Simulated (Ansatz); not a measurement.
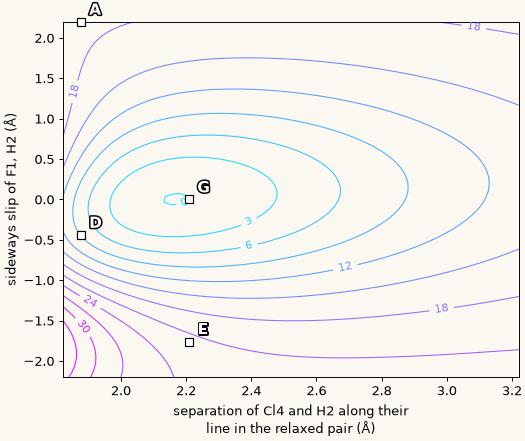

The pair FH···CH₃Cl. The first coordinate is: separation of Cl4 and H2 along their line in the relaxed pair; the second: sideways slip of F1, H2. Nothing is relaxed (both partners rigid). The scan uses an 11 × 11 grid. Points are written as (first, second). All energies are given in kJ/mol relative to the lowest grid point. The calculation used Ansatz 0.2.0, RKS PBE0-D4/def2-TZVPD.

In the figure: contour lines labelled in kJ/mol, lettered points. Between grid points the surface is interpolated.

Is G the lowest point of the computed grid?

Yes. G, at (2.209 Å, 0.00 Å), has the lowest energy of the grid.

What kind of point is each of E, G: minimum, saddle, maximum or slope?

E: on a slope; G: minimum. (In these two coordinates alone; a stationary point may lie a little off the grid point.)
